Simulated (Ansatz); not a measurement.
The figure comes from a scan of CsPbBr3 (cubic perovskite): volume and axial ratio are varied about the relaxed values (subscript 0). Computed with PBE (plane waves to 420 eV, PAW, scalar-relativistic; Ansatz, a program for electronic structure). k mesh 6×6×6 (Γ-centred), Fermi-Dirac smearing 0.05 eV. Energies are smeared free energies. CsPbBr3 was relaxed with its symmetry unable to fall. Spin-orbit coupling is left out, though Pb is heavy. This is a high-temperature form of CsPbBr3. ΔE is measured from the relaxed starting cell.

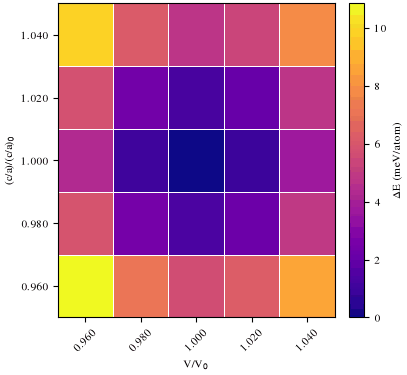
Figure. ΔE (meV/atom), one tile a computed point.

Problem. Read the plotted values off the figure, to the accuracy that the plot allows.

Solution. To the nearest 1:

ΔE (meV/atom), with V/V₀ across and (c/a)/(c/a)₀ down:

```tsv
(c/a)/(c/a)₀ \ V/V₀	0.960	0.980	1.000	1.020	1.040
0.960	11	7	6	6	9
0.980	6	2	1	2	5
1.000	4	1	0	1	4
1.020	6	2	1	2	5
1.040	10	6	5	5	8
```

(A scan under strain: stresses follow from slopes of the energy per volume, elastic moduli from its curvatures.)
